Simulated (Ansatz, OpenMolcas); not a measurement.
## C2H8OSi (SMILES CC[SiH2]O): the energy, rung by rung

C2H8OSi: 12 atoms, total charge 0, spin state singlet. As SMILES, `CC[SiH2]O`. Geometry: relaxed at PBE0-D4/def2-TZVP. This is one conformer, not always the lowest.

| atom | x (Å) | y (Å) | z (Å) |
| --- | --- | --- | --- |
| C | -1.4620 | -0.3151 | -0.1304 |
| C | -0.1931 | -0.5952 | 0.6706 |
| Si | 1.3481 | 0.1382 | -0.0886 |
| O | 1.2580 | 1.7827 | -0.2296 |
| H | -1.3847 | -0.7013 | -1.1508 |
| H | -1.6591 | 0.7583 | -0.1987 |
| H | -2.3414 | -0.7753 | 0.3268 |
| H | -0.2921 | -0.2109 | 1.6917 |
| H | -0.0311 | -1.6758 | 0.7672 |
| H | 1.5558 | -0.4735 | -1.4355 |
| H | 2.5306 | -0.1249 | 0.7691 |
| H | 0.7481 | 2.1376 | -0.9579 |

Each level gives the energy change with the C1–C2 bond stretched from 1.526 to 2.748 Å (eV). The values are calculated.

```tsv
level	kind	program	value (eV)	CPU time (all runs)
HF/cc-pVDZ (unrestricted)	Hartree–Fock	OpenMolcas	3.32	38 s
revPBE/cc-pVDZ (restricted)	GGA	OpenMolcas	3.80	2.1 min
TPSS/cc-pVDZ (restricted)	meta-GGA	OpenMolcas	3.88	2.7 min
r2SCAN/cc-pVDZ (restricted)	meta-GGA	OpenMolcas	4.15	3.6 min
BHLYP/cc-pVDZ (restricted)	global hybrid	Ansatz	4.58	9.2 s
CAM-B3LYP/cc-pVDZ (restricted)	range-separated hybrid	Ansatz	4.46	8.8 s
HSE06/cc-pVDZ (restricted)	range-separated hybrid	Ansatz	4.38	8 s
B2PLYP/cc-pVDZ (restricted)	double hybrid	OpenMolcas	4.15	1.7 min
```

The first shape isn't each level's own minimum. The values span 3.32 to 4.58 eV. Spin contamination of the reference (⟨S²⟩ at least 0.1 too high) touches HF/cc-pVDZ. Times are those of the runs behind each value, whatever else they computed, on shared processors of several kinds: orders of magnitude only.

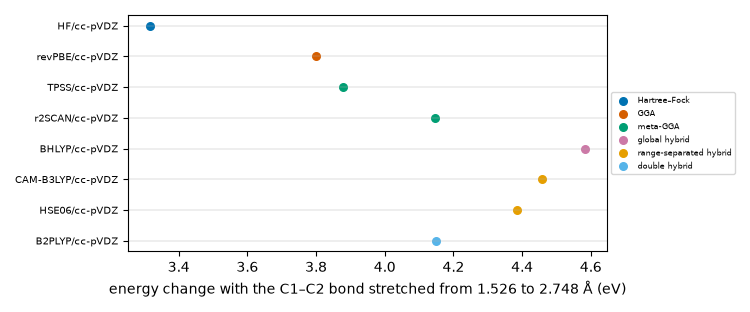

The values of the table, level by level.
